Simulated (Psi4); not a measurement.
# HfH4O4 (SMILES O[Hf](O)(O)O) at wB97X/def2-SVP (core potential)

What is the vertical ionisation energy of HfH4O4 at wB97X/def2-SVP (core potential)? 

The calculation is run with Psi4 1.11.

## (1) The structure to begin with

HfH4O4: 9 atoms, total charge 0, spin state singlet. As SMILES, `O[Hf](O)(O)O`. The coordinates come from a PBE0-D4/def2-TZVP relaxation. This is one conformer, not always the lowest.

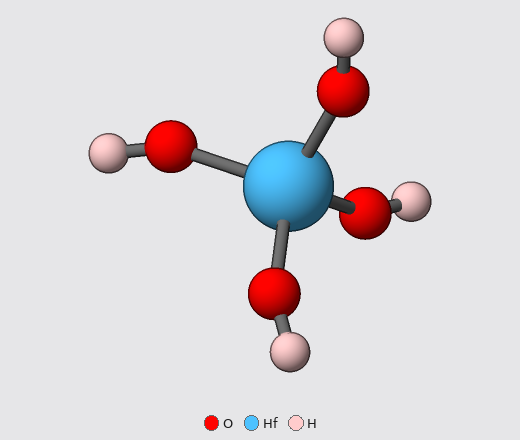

Viewed from a chosen angle; oxygen red, hafnium blue, hydrogen pink.

## (2) Energy and gradient at wB97X/def2-SVP (core potential)

The input, job.py:

```python
import psi4

psi4.set_memory('2200 MB')
psi4.set_num_threads(1)
psi4.set_output_file('h4hfo4.out', False)

mol = psi4.geometry("""
0 1
O     -0.465480     0.093230     1.875660
Hf    -0.000030    -0.000030    -0.000040
O      1.882280     0.386640    -0.225910
O     -0.373310    -1.778130    -0.665360
O     -1.043620     1.298150    -0.984570
H     -0.650000    -0.255480     2.740830
H      2.637200     0.928630    -0.427210
H     -0.213580    -2.562040    -1.179310
H     -1.773460     1.889040    -1.134080
units angstrom
symmetry c1
""")

psi4.set_options(dict(puream=True, e_convergence=1e-09, d_convergence=1e-08, scf_type='pk', dft_radial_points=99, dft_spherical_points=590))

E, wfn = psi4.gradient("wb97x/def2-SVP", return_wfn=True)
psi4.oeprop(wfn, "QUADRUPOLE", "WIBERG_LOWDIN_INDICES", "DIPOLE")
print('gradient / Eh bohr^-1')
print(E.np.round(6))
print(f'energy = {wfn.energy():.10f} Eh')
```

Started as:

```
$ python job.py
```

h4hfo4.out:

```text
[...]
    !!!  WARNING: ECP capability is in beta. Please check occupations closely.  !!!
[...]
  Running in c1 symmetry.
[...]
  Nuclear repulsion =  209.799067165446104
[...]
  Multiplicity = 1
[...]
  Nalpha       = 24
  Nbeta        = 24
[...]
    Number of basis functions: 108
[...]
   @RKS iter   1:  -350.65476428699435   -1.08462e+00   1.18086e-02 DIIS/ADIIS
[...]
   @RKS iter  12:  -351.28647922676112   -4.09273e-12   5.10111e-09 DIIS
[...]
    Orbital Energies [Eh]
    ---------------------
    Doubly Occupied:
       1A    -19.172915     2A    -19.172806     3A    -19.172804
       4A    -19.172800     5A     -2.591935     6A     -1.439319
       7A     -1.439317     8A     -1.439159     9A     -1.061279
      10A     -1.044338    11A     -1.044005    12A     -1.044000
      13A     -0.601504    14A     -0.582690    15A     -0.582686
      16A     -0.582550    17A     -0.449987    18A     -0.448607
      19A     -0.422599    20A     -0.422594    21A     -0.421968
      22A     -0.400781    23A     -0.396276    24A     -0.396273
[...]
  @RKS Final Energy:  -351.28647922676112
   => Energetics <=
    Nuclear Repulsion Energy =            209.7990671654461039
    One-Electron Energy =                -915.8917039723484095
    Two-Electron Energy =                 384.0348837506800237
    DFT Exchange-Correlation Energy =     -29.2287261705388524
    Empirical Dispersion Energy =           0.0000000000000000
    VV10 Nonlocal Energy =                  0.0000000000000000
    Total Energy =                       -351.2864792267611165
[...]
  -Total Gradient:
     Atom            X                  Y                   Z
    ------   -----------------  -----------------  -----------------
       1        0.000611016480     0.000599671388    -0.002020675658
       2        0.000004143168     0.000005422646     0.000003782589
       3       -0.001860707636    -0.001026212681     0.000572632920
       4       -0.000259481475     0.001950830287     0.000974903146
       5        0.001499734680    -0.001527334659     0.000473033632
       6        0.001057177198    -0.000057672371    -0.004253928108
       7       -0.004222129160    -0.001012531738     0.000561652139
       8        0.000711544356     0.004021764523     0.001578536123
       9        0.002459239892    -0.002952603987     0.002109919442
[...]
 Multipole Moments:
 ------------------------------------------------------------------------------------
     Multipole            Electronic (a.u.)      Nuclear  (a.u.)        Total (a.u.)
 ------------------------------------------------------------------------------------
 L = 1.  Multiply by 2.5417464519 to convert [e a0] to [Debye]
 Dipole X            :         -0.0001122            0.0003332            0.0002210
 Dipole Y            :         -0.0003312            0.0005033            0.0001722
 Dipole Z            :         -0.0000748            0.0004079            0.0003331
 Magnitude           :                                                    0.0004352
 L = 2.  Multiply by 1.3450342976 to convert [e a0^2] to [Debye ang]
 Quadrupole XX       :       -210.6929324          180.2435054          -30.4494270
 Quadrupole XY       :          0.5808817           -0.8599116           -0.2790299
[...]
```

On the terminal:

```text
gradient / Eh bohr^-1
[[ 6.110e-04  6.000e-04 -2.021e-03]
 [ 4.000e-06  5.000e-06  4.000e-06]
 [-1.861e-03 -1.026e-03  5.730e-04]
 [-2.590e-04  1.951e-03  9.750e-04]
 [ 1.500e-03 -1.527e-03  4.730e-04]
 [ 1.057e-03 -5.800e-05 -4.254e-03]
 [-4.222e-03 -1.013e-03  5.620e-04]
 [ 7.120e-04  4.022e-03  1.579e-03]
 [ 2.459e-03 -2.953e-03  2.110e-03]]
energy = -351.2864792268 Eh
```

It took 30 s on 1 thread of AMD EPYC 9R45 (Zen 5), shared host; peak memory 1.2 GiB.

## (3) The doublet cation, same level

The input, h4hfo4.dat:

```
memory 2200 MB

molecule system {
  1 2
  O
  Hf 1 r2
  O 2 r3 1 a3
  O 2 r4 1 a4 3 d4
  O 2 r5 1 a5 4 d5
  H 1 r6 2 a6 3 d6
  H 3 r7 2 a7 1 d7
  H 4 r8 2 a8 1 d8
  H 5 r9 2 a9 1 d9

  r2 = 1.934836
  r3 = 1.934844
  a3 = 109.72882
  r4 = 1.934846
  a4 = 109.34389
  d4 = 119.92069
  r5 = 1.934852
  a5 = 109.34144
  d5 = 120.15769
  r6 = 0.950876
  a6 = 155.65261
  d6 = -99.00518
  r7 = 0.950883
  a7 = 155.64124
  d7 = -99.07291
  r8 = 0.95088
  a8 = 155.65326
  d8 = -141.01142
  r9 = 0.950879
  a9 = 155.63379
  d9 = -20.81999
  symmetry c1
  no_reorient
  no_com
}

set basis def2-SVP
set reference uks
set puream true
set e_convergence 1e-09
set d_convergence 1e-08
set scf_type pk
set dft_radial_points 99
set dft_spherical_points 590
set maxiter 100

energy_value, wavefunction = gradient("wb97x", return_wfn=True)
oeprop(wavefunction, "QUADRUPOLE", "LOWDIN_CHARGES", "DIPOLE")
```

Started as:

```
$ psi4 -n 1 h4hfo4.dat h4hfo4.out
```

h4hfo4.out, cut to the lines that bear on the results:

```text
[...]
    !!!  WARNING: ECP capability is in beta. Please check occupations closely.  !!!
[...]
  Running in c1 symmetry.
[...]
  Nuclear repulsion =  209.799067473132112
[...]
  Multiplicity = 2
[...]
  Nalpha       = 24
  Nbeta        = 23
[...]
    Number of basis functions: 108
[...]
   @UKS iter   1:  -350.39469161440854   -8.56576e-01   1.00899e-02 DIIS/ADIIS
[...]
   @UKS iter  62:  -350.88426732293146   -1.50067e-11   8.22760e-09 DIIS
[...]
   @S^2 Observed:                7.723748932E-01
[...]
  @UKS Final Energy:  -350.88426732293146
   => Energetics <=
    Nuclear Repulsion Energy =            209.7990674731321121
    One-Electron Energy =                -904.5930141852381894
    Two-Electron Energy =                 372.9369628207997494
    DFT Exchange-Correlation Energy =     -29.0272834316251824
    Empirical Dispersion Energy =           0.0000000000000000
    VV10 Nonlocal Energy =                  0.0000000000000000
    Total Energy =                       -350.8842673229314642
[...]
  -Total Gradient:
     Atom            X                  Y                   Z
    ------   -----------------  -----------------  -----------------
       1       -0.000373155897    -0.004098925422    -0.025785348414
       2        0.000020608716     0.052318647466     0.036874213532
       3        0.000374373105    -0.025619665858     0.004829765005
       4       -0.005554864130    -0.011918120393    -0.003416088341
       5        0.005531522330    -0.007225231942    -0.010072522195
       6       -0.001129481508     0.000462429715     0.013210897269
       7        0.001128738361     0.012592423151    -0.004028106239
       8       -0.018075001323    -0.005665791200    -0.011498607019
       9        0.018075269036    -0.012732184910    -0.001443170233
[...]
 Multipole Moments:
 ------------------------------------------------------------------------------------
[...]
```

Wall time 2.1 min (1 thread of AMD EPYC 9R45 (Zen 5), shared host); peak memory 1.2 GiB.

## (4) What came out

At wB97X/def2-SVP (core potential):

```
                                          quantity          value
                      singlet HfH4O4: total energy  -351.28648 Eh
                     singlet HfH4O4: dipole moment         0.00 D
                       singlet HfH4O4: HOMO energy      -10.78 eV
                       singlet HfH4O4: LUMO energy        2.07 eV
                     singlet HfH4O4: HOMO–LUMO gap       12.85 eV
          singlet HfH4O4: largest force on an atom     0.225 eV/Å
                      doublet cation: total energy  -350.88427 Eh
doublet cation: HOMO energy (highest over α and β)      -16.15 eV
 doublet cation: LUMO energy (lowest over α and β)      -11.12 eV
                              doublet cation: ⟨S²⟩          0.772
          doublet cation: largest force on an atom     3.291 eV/Å
vertical ionisation energy (to the doublet cation)      10.945 eV
```

In words: Removing an electron at fixed nuclei costs 10.94 eV (1056 kJ/mol). The negative HOMO energy of the first species, 10.78 eV, lies 0.16 eV below that difference.
